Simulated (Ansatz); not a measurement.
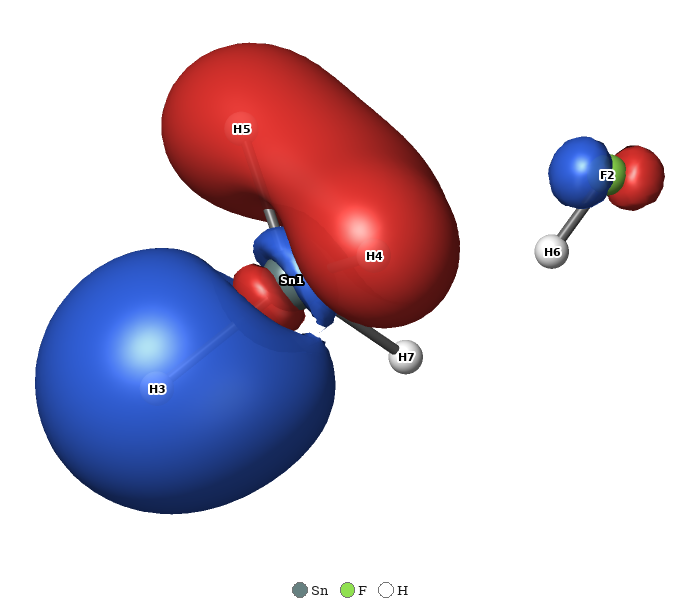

Figure. H4Sn···HF. One frontier orbital at ±0.1 Å⁻³ᐟ² (blue and red are the two phases), seen at a tilt.

Core potentials replace the inner electrons of Sn.

All numbers below come from RKS r2SCANh-D4/def2-TZVP in Ansatz 0.2.0.

```yaml
atoms:
  - { symbol: Sn, position_ang: [-0.5174, -0.6386, -0.4174] }
  - { symbol: F, position_ang: [1.0847, 1.9220, 1.3419] }
  - { symbol: H, position_ang: [-0.5885, -1.9425, -1.5018] }
  - { symbol: H, position_ang: [-1.0237, -1.1123, 1.1284] }
  - { symbol: H, position_ang: [-1.4241, 0.6724, -0.9906] }
  - { symbol: H, position_ang: [1.3437, 1.2515, 0.7570] }
  - { symbol: H, position_ang: [1.1252, -0.1524, -0.3175] }
```

Question: Which orbital is it: HOMO or LUMO?

Answer: The HOMO, at −9.06 eV. By Hirshfeld shares it lies mainly on Sn1 (about 45 %), H3 (about 35 %), H5 (about 10 %) and H4 (about 5 %).
